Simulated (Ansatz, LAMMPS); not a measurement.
**Glassy 85GeO2-15Li2O (mol %) (78 atoms) in motion**

Wanted: a short trajectory of glassy 85GeO2-15Li2O (mol %) (78 atoms) with its pair distributions.

Program: Ansatz 0.2.0. Level of theory: Kohn-Sham DFT, RPBE, PAW (set soft_2), plane waves. Results are calculated unless marked as measured.

## 1. Set-up

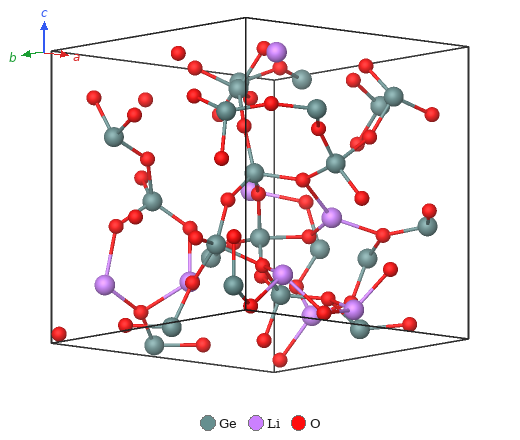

The cell as given, from a free direction (germanium teal, lithium purple, oxygen red). Bonds to atoms that aren't drawn are left out. Some periodic images of atoms are drawn too.

The cell holds 78 atoms: 22 Ge, 8 Li and 48 O. Cell: a = 10.441 Å, b = 10.441 Å, c = 10.441 Å, α = 90.0°, β = 90.0°, γ = 90.0°. 78 atoms (22 Ge, 8 Li, 48 O) placed at random at 3.6 g/cm³, melted at 4000 K for 10 ps at fixed volume with the Morse and Coulomb pair potential with partial charges (Pedone, Malavasi, Menziani, Cormack and Segre, J. Phys. Chem. B 110, 11780 (2006)). Quenched from 4000 K to 300 K at 1000 K/ps and fixed volume, held 10 ps at zero pressure.

Limits known from the start: The quench rate of 1000 K/ps far exceeds what a furnace or splat quench reaches, so expect more defects and frozen-in strain than in a real sample. The starting topology of bonds comes from the classical model. Only the Γ point is sampled, in a cell whose shortest periodic width is 10 Å.

## 2. Dynamics started at 300 K

Without a thermostat the total energy must stay constant, which tests forces and time step. The time step is 1.0 fs.

input.yaml

```yaml
crystal:
  lattice:
    - [10.44088, 0.0, 0.0]
    - [0.0, 10.44088, 0.0]
    - [0.0, 0.0, 10.44088]
  atoms:
    - { symbol: Ge, position: [0.6276, 0.64657, 0.38233] }
    - { symbol: Ge, position: [0.27672, 0.79771, 0.48986] }
    - { symbol: Ge, position: [0.04704, 0.15502, 0.70237] }
    - { symbol: Ge, position: [0.44524, 0.46582, 0.56565] }
    [... 68 atom lines left out ...]
    - { symbol: O, position: [0.3028, 0.88681, 0.12291] }
    - { symbol: O, position: [0.88327, 0.30564, 0.37787] }
    - { symbol: O, position: [0.54167, 0.3272, 0.53531] }
    - { symbol: O, position: [0.72295, 0.21036, 0.93043] }
    - { symbol: O, position: [0.49109, 0.46852, 0.99737] }
    - { symbol: O, position: [0.44363, 0.10612, 0.04543] }
kpoints:
  mp_grid: { grid: [1, 1, 1] }
hamiltonian:
  xc: rpbe
scf:
  occupations: { method: gaussian, width: 0.05 }
output:
  forces: true
md:
  timestep: 1.0
  n_steps: 214
  ensemble: nve
  temperature: 300
  initial_velocities: maxwell_boltzmann
  seed: 8061
```

Run with:

```console
ansatz run input.yaml --threads 4 --pin off --max-ram 8192MiB --backend cpu --events-out ev --progress --plain --runs-dir out
```

Run time: 22 min. Hardware: 4 threads of Arm Neoverse V2, shared host; peak memory 1.6 GiB.

The program notes that it switched symmetry off.

The trajectory, sampled:

```
time (fs)  T (K)  potential (meV/atom)  conserved (meV/atom)
      0.0    300                   0.0                  0.00
     14.0    794                 -63.1                 -0.11
     29.0    756                 -58.3                 -0.08
     43.0    520                 -28.1                 -0.05
     57.0    708                 -52.2                 -0.08
     71.0    794                 -63.1                 -0.11
     86.0    643                 -43.8                 -0.09
    100.0    708                 -52.1                 -0.08
    114.0    751                 -57.6                 -0.10
    128.0    621                 -41.0                 -0.05
    143.0    810                 -65.2                 -0.08
    157.0    716                 -53.1                 -0.09
    171.0    695                 -50.5                 -0.07
    185.0    847                 -70.0                 -0.12
    200.0    651                 -44.9                 -0.08
    214.0    764                 -59.3                 -0.09
```

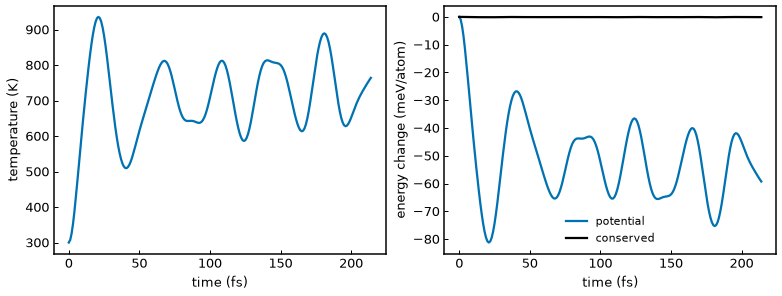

Temperature and energies against time.

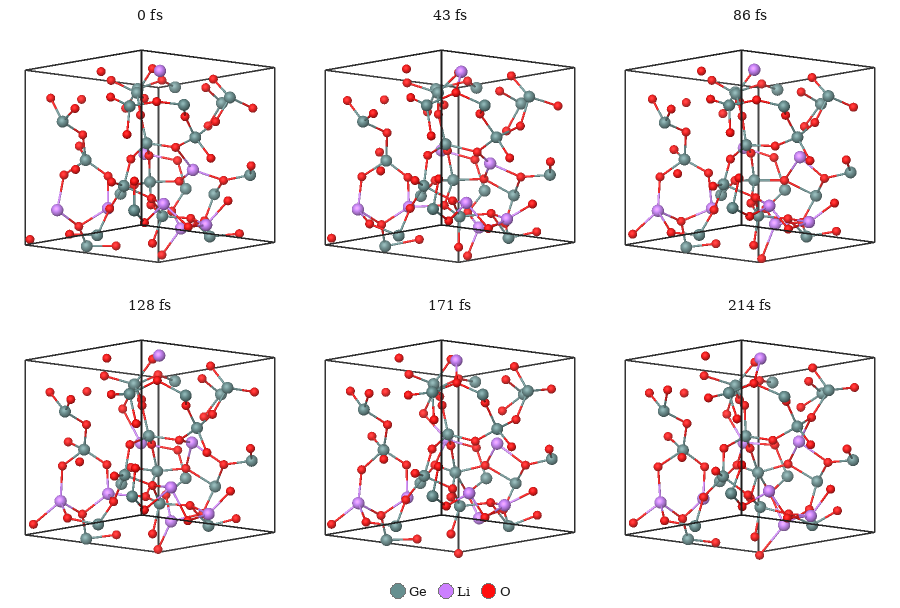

6 frames of the run. Bonds to atoms that aren't drawn are left out.

Mean square displacement from the first frame to the last: Ge 0.12 Å², Li 0.36 Å², O 0.31 Å².

Mean square displacement against time lag:

```
time lag (fs)  Ge (Å²)  Li (Å²)  O (Å²)
          1.0   2.2e-5   2.1e-4  1.2e-4
         14.0  0.00402   0.0389  0.0205
         23.0  0.00974   0.0928  0.0451
         36.0   0.0191    0.176  0.0743
         49.0   0.0275    0.236  0.0903
         58.0   0.0327    0.259  0.0969
         71.0   0.0402    0.275   0.105
         84.0   0.0488    0.290   0.117
         93.0   0.0552    0.303   0.131
        107.0   0.0647    0.333   0.159
```

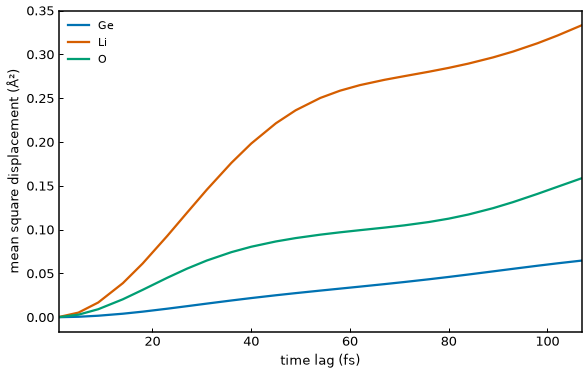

Mean square displacement against time lag.

Over the second half of 214 fs the temperature averages 729 K with swings of 82 K r.m.s. The conserved energy stays within 0.14 meV/atom. From first frame to last Li has the largest mean square displacement, 0.36 Å² at the end; the farthest move is 1.14 Å. The mean temperature of 729 K lies well off the 300 K of the input: without a thermostat, the energy that the start releases heats the cell. The count of bonds goes from 114 in the first frame to 118 in the last, by one set of cutoffs: 3 pairs passed out of them and 7 came within. The run spans 0.21 ps, too short for its means to be equilibrium values.

## 3. Distances and neighbours late in the run

The g(r) is a mean over the second half; what follows it is taken at the last frame.

Density 3.53 g/cm³, 14.59 Å³ an atom.

Mean of 13 frames. Pair distribution functions g(r), in bins of 0.2 Å:

```
r (Å)  total   O-O  O-Ge  O-Li  Ge-Ge  Ge-Li  Li-Li
 1.60   0.37  0.00  1.00  0.13   0.00   0.00   0.00
 1.80   3.39  0.00  8.96  2.23   0.00   0.00   0.00
 2.00   0.93  0.00  1.62  2.93   0.00   0.00   0.00
 2.20   0.25  0.00  0.17  1.55   0.00   0.00   0.00
 2.40   0.16  0.10  0.01  0.87   0.00   0.00   0.56
 2.60   0.43  0.86  0.05  0.53   0.00   0.11   1.32
 2.80   1.11  2.51  0.13  0.41   0.00   0.82   1.39
 3.00   1.49  3.03  0.10  0.56   0.70   2.85   1.83
 3.20   1.17  1.52  0.40  0.54   2.95   2.56   0.42
 3.40   1.12  0.98  0.67  0.99   3.15   2.33   1.05
 3.60   0.85  0.68  0.91  1.15   0.58   1.31   0.86
 3.80   0.82  0.60  1.18  0.95   0.08   0.91   0.54
 4.00   1.01  0.58  1.51  1.29   0.67   0.75   0.62
 4.20   1.05  0.59  1.51  1.40   0.79   0.89   0.85
 4.40   1.15  0.65  1.71  1.46   0.99   0.82   0.45
 4.60   1.07  0.71  1.48  1.33   0.86   0.89   0.41
 4.80   1.01  0.95  1.02  1.23   1.06   0.82   0.66
 5.00   0.95  1.17  0.80  0.82   0.79   0.99   0.74
```

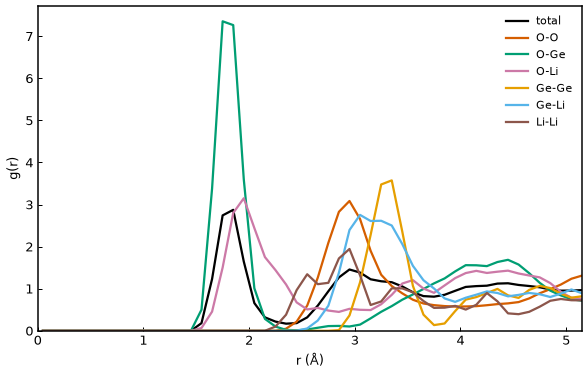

Pair distribution functions, lightly smoothed.

Bonds by pair of elements; cutoffs follow the first minimum of g(r), held within bounds set by covalent radii, and pairs that aren't listed don't count as bonded:

```
pair A-B  cutoff (Å)  bonds  mean length (Å)  spread (Å)  shortest (Å)  B about A  A about B
    O-Ge        2.27     91             1.83       0.099          1.64       1.90       4.14
    O-Li        2.52     27             2.04       0.162          1.74      0.562       3.38
```

How many atoms have how many bonded neighbours:

```
element  mean   2   3   4  5
     Ge  4.14   0   0  19  3
     Li  3.38   1   3   4  0
      O  2.46  28  18   2  0
```

Bond angles, per cent of each kind in bins of 5°:

```
angle (°)  O-Ge-O  Ge-O-Li  Ge-O-Ge  O-Li-O
    70–75     0.7      0.0      0.0     5.9
    75–80     1.4      0.0      0.0     5.9
    80–85     0.7      2.2      0.0     2.9
    85–90     4.2      4.4      0.0     2.9
    90–95     5.6      6.7      0.0     0.0
   95–100    11.1     15.6      0.0    20.6
  100–105    12.5      8.9      4.7     5.9
  105–110    20.8      4.4      0.0    14.7
  110–115    18.8      8.9      4.7     8.8
  115–120    11.1     17.8     14.0     5.9
  120–125     6.9      8.9     14.0     5.9
  125–130     2.8      2.2      9.3     5.9
  130–135     1.4      6.7     34.9     5.9
  135–140     0.0      4.4      7.0     2.9
  140–145     0.0      2.2      0.0     0.0
  145–150     0.0      6.7      4.7     2.9
  150–155     0.0      0.0      7.0     0.0
  155–160     0.7      0.0      0.0     0.0
  160–165     0.7      0.0      0.0     0.0
  165–170     0.0      0.0      0.0     0.0
  170–175     0.7      0.0      0.0     0.0
  175–180     0.0      0.0      0.0     2.9
```

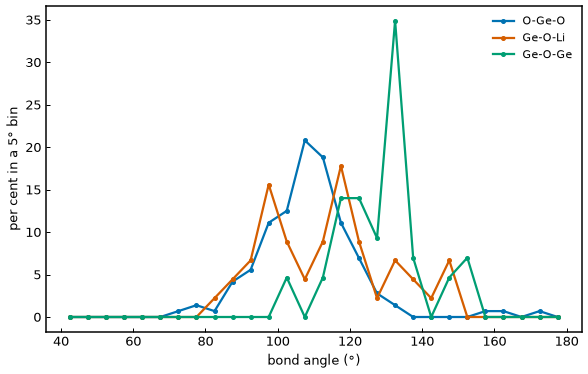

Distributions of the most common bond angles.

Bond angles (no mean is given where the spread exceeds 20°):

```
  angle  count  mean (°)  spread (°)
 O-Ge-O    144       108        13.9
Ge-O-Li     45       113        17.2
Ge-O-Ge     43       129        11.4
 O-Li-O     34         -           -
Li-O-Li      6         -           -
```

Oxygen atoms by the number of network formers (Si, P, Ge, B, Al, As, Ga) bound to them:

```
network formers bound to O  O atoms  per cent
                         0        0         0
                         1        5      10.4
                         2       43      89.6
```

Network units: each former by its oxygen neighbours and how many of them bridge to another former:

```
former  O neighbours  bridging O  atoms
    Ge             4           2      1
    Ge             4           3      3
    Ge             4           4     15
    Ge             5           5      3
```

Bond length by coordination (bonds to H left out):

```
element  coordination  atoms  mean bond length (Å)
     Ge             4     19                  1.82
     Ge             5      3                  1.91
     Li             2      1                  1.96
     Li             3      3                  1.98
     Li             4      4                  2.08
      O             2     28                  1.82
      O             3     18                  1.92
      O             4      2                  1.97
```

Rings of the network by King's shortest-path rule, up to 12 atoms, one path for each pair of neighbours; H, halogens, alkali and alkaline-earth atoms are left out, and the last column divides by all other atoms, bonded or not:

```
ring size (atoms)  rings  per network atom
                6      2             0.029
                8      6             0.086
               10      5             0.071
               12      6             0.086
```

For some of the pairs, g(r) has its first main peak near 2.9 Å (O-O), 1.8 Å (O-Ge), 2.0 Å (O-Li), 3.3 Å (Ge-Ge) and 3.0 Å (Ge-Li). With the cutoffs above, 86 % of Ge atoms have 4, 50 % of Li atoms have 4 and 58 % of O atoms have 2 bonded neighbours. The O-Ge-O angle averages 108° with a spread of 14°. 90 % of the oxygens bridge two formers (Ge) and 10 % are non-bridging. The commonest Ge unit has 4 oxygens, 4 of them shared with other formers (15 of 22 atoms). Rings of 8 and 12 atoms are the most common (32 % each of those counted); sizes run from 6 to 12, where the search stops.

## 4. Single point at the last frame

The last frame is solved again with fuller output, to read the electronic structure of a thermally displaced geometry.

input.yaml

```yaml
crystal:
  lattice:
    - [10.44088, 0.0, 0.0]
    - [0.0, 10.44088, 0.0]
    - [0.0, 0.0, 10.44088]
  atoms:
    - { symbol: Ge, position: [0.69082, 0.64977, 0.38545] }
    - { symbol: Ge, position: [0.24444, 0.78468, 0.4846] }
    - { symbol: Ge, position: [0.04507, 0.16068, 0.72122] }
    - { symbol: Ge, position: [0.45687, 0.48734, 0.55245] }
    [... 68 atom lines left out ...]
    - { symbol: O, position: [0.30967, 0.86221, 0.10801] }
    - { symbol: O, position: [0.90304, 0.29071, 0.42411] }
    - { symbol: O, position: [0.5114, 0.31709, 0.51449] }
    - { symbol: O, position: [0.69477, 0.18425, 0.93187] }
    - { symbol: O, position: [0.53587, 0.49923, 0.98491] }
    - { symbol: O, position: [0.44319, 0.11416, 0.03866] }
kpoints:
  mp_grid: { grid: [1, 1, 1] }
hamiltonian:
  xc: rpbe
scf:
  occupations: { method: gaussian, width: 0.05 }
output:
  forces: true
  stress: true
  populations: true
  dos:
    method: { smearing: { sigma: 0.08 } }
    de: 0.1
    projected: { site_lists: { Ge: [Ge], Li: [Li], O: [O] } }
  eigenvalues: true
  write_density: true
  write_potential: true
  volumetric_format: npy
  elf: true
```

The job ended after 20 s (4 threads; peak memory 1.5 GiB).

Read from the output:

| Quantity | Value |
| --- | --- |
| free energy | -123581.7416 eV |
| free energy per atom | -1584.3813 eV/atom |
| SCF cycles | 11 |
| pressure | -1.076 GPa |
| r.m.s. force component | 1.024 eV/Å |
| longest force | 3.871 eV/Å |
| Fermi energy | 4.632 eV |
| gap (highest filled to lowest empty level) | 1.183 eV |
| spilling of the projection | 0.005343 |

Neighbours are counted within 2.27 Å (O-Ge), 2.52 Å (O-Li), the cutoffs taken from the dynamics.

Length of the force by element and coordination:

```
element  coordination  atoms  mean length of the force (eV/Å)  spread  least   most
     Ge           all     22                             2.10   0.942  0.759   3.87
     Ge             4     19                             2.19   0.963  0.759   3.87
     Ge             5      3                             1.56   0.547   1.01   2.31
     Li           all      8                            0.661   0.349  0.301   1.29
     Li             2      1                            0.514       0  0.514  0.514
     Li             3      3                            0.727   0.413  0.301   1.29
     Li             4      4                            0.647   0.326  0.399   1.19
      O           all     48                             1.42   0.757  0.365   3.10
      O             2     28                             1.28   0.736  0.365   3.10
      O             3     18                             1.61   0.722  0.572   2.95
      O             4      2                             1.59   0.915  0.677   2.51
```

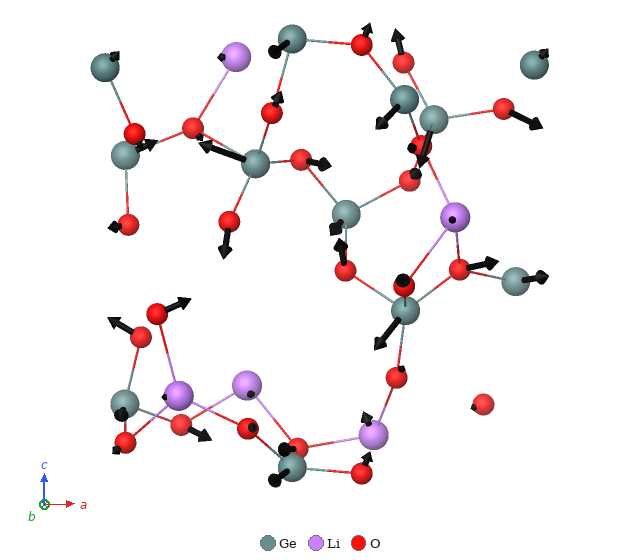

Forces as arrows; the longest in the cell is 3.87 eV/Å. Drawn is a slice 5 Å thick, seen along the normal of the ac plane. Bonds to atoms that aren't drawn are left out.

Löwdin charges by element and coordination (they lack the spilled electrons, 0.042 e an atom on average):

```
element  coordination  atoms  mean charge (e)  spread   least    most
     Ge           all     22             1.51  0.0331    1.45    1.59
     Ge             4     19             1.51  0.0354    1.45    1.59
     Ge             5      3             1.52  0.0092    1.51    1.53
     Li           all      8            0.805  0.0162   0.786   0.841
     Li             2      1            0.841       0   0.841   0.841
     Li             3      3            0.809  0.0074   0.799   0.815
     Li             4      4            0.793  0.0049   0.786   0.798
      O           all     48           -0.758   0.066   -1.00  -0.674
      O             2     28           -0.725  0.0359  -0.837  -0.674
      O             3     18           -0.794  0.0565  -0.969  -0.708
      O             4      2           -0.904  0.0988   -1.00  -0.805
```

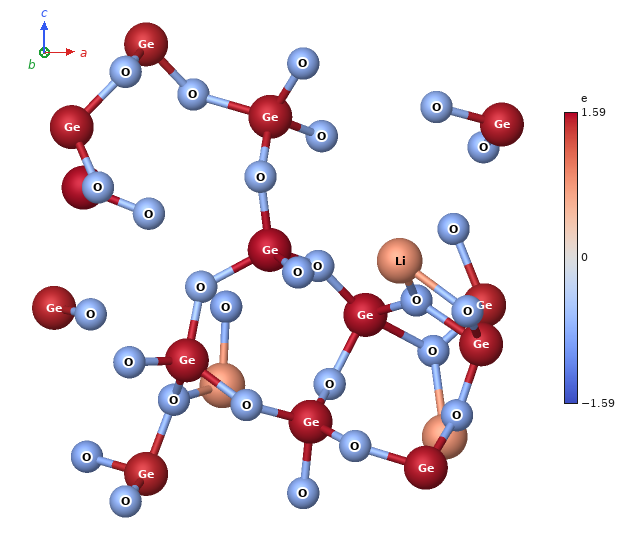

Atoms coloured by Löwdin charge. Drawn is a slice 5 Å thick, seen along the normal of the ac plane.

Density of states as counts of states in windows of 1 eV (from the Fermi level), total and the larger projections:

```
from (eV)  to (eV)  total   O p  Ge p  Ge s
      -10       -9   10.6   5.8   0.5   3.5
       -9       -8   15.4   8.7   1.1   4.3
       -8       -7    8.8   5.3   0.9   1.8
       -7       -6   21.4  15.3   4.8   0.5
       -6       -5   30.9  22.8   5.9   0.6
       -5       -4   37.8  30.9   4.2   0.5
       -4       -3   54.2  49.1   2.5   0.3
       -3       -2   64.8  61.8   1.3   0.2
       -2       -1   32.6  31.3   0.5   0.1
       -1        0    5.3   5.0   0.2   0.0
        0        1    2.0   0.6   0.0   0.7
        1        2    4.0   1.4   0.4   1.6
        2        3   12.3   4.3   1.6   4.7
        3        4   12.6   4.1   2.1   4.6
        4        5   13.1   3.8   3.2   4.0
```

The curve was stored every 0.10 eV, coarse against its broadening of 0.08 eV, so these counts are rough.

Between -26 and -10 eV lie 321 more states.

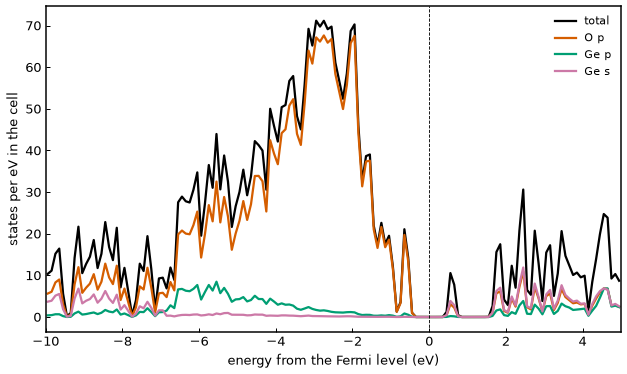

Total and projected density of states, with the broadening of the input.

The levels nearest the highest filled one (over half full), pooled over k-points and spins:

```
level less the highest filled one (eV)  occupation
                                -0.680           2
                                -0.612           2
                                -0.484           2
                                -0.391           2
                               -0.0454           2
                                     0           2
                                  1.18           0
                                  2.36           0
                                  2.45           0
                                  2.76           0
                                  2.97           0
                                  3.03           0
```

Mean Löwdin charges: Ge +1.51, Li +0.81, O -0.76 e (they miss 0.53 % of the electrons, so they add up to more than the cell's charge). The largest share in the top eV of filled states is O p (96 % of the projected weight), and in the lowest eV of empty states Ge s (37 % of the projected weight).

## 5. Results

- mean temperature, second half: 728.7 K
- temperature swing, second half: 82.15 K
- slope of the conserved energy against time, by least squares: 0.0052 meV/atom/ps
- free energy per atom: -1584.3813 eV/atom
- pressure: -1.076 GPa
- r.m.s. force component: 1.024 eV/Å
- gap (highest filled to lowest empty level): 1.183 eV
- wall time of the 2 DFT runs: 22 min

Over the second half of 214 fs the temperature averages 729 K with swings of 82 K r.m.s. The conserved energy stays within 0.14 meV/atom. The mean temperature of 729 K lies well off the 300 K of the input: without a thermostat, the energy that the start releases heats the cell. The count of bonds goes from 114 in the first frame to 118 in the last, by one set of cutoffs: 3 pairs passed out of them and 7 came within. The run spans 0.21 ps, too short for its means to be equilibrium values. With the cutoffs above, 86 % of Ge atoms have 4, 50 % of Li atoms have 4 and 58 % of O atoms have 2 bonded neighbours. 90 % of the oxygens bridge two formers (Ge) and 10 % are non-bridging.

The highest filled and lowest empty levels differ by 1.18 eV (at Γ alone); a semilocal functional tends to put such gaps too low. In a disordered cell it changes from sample to sample, and tail or defect levels can set it.

What to keep in mind: The network of bonds at the start is that of the classical potential that made the cell; in DFT 3 of its 114 bonded pairs passed out of the cutoffs and 7 came within them. The pressure of a single frame lacks the kinetic term, about 0.69 GPa here.

[Logs are printed without paths, hosts, clocks, repeated set-up lines and the standing remarks that a program may print on its own settings, such as how far it seeks lower states.]

[Hosts, paths, dates, database ids (printed as entryN), source tags and the programs' standing remarks are cut or masked in the printed files.]
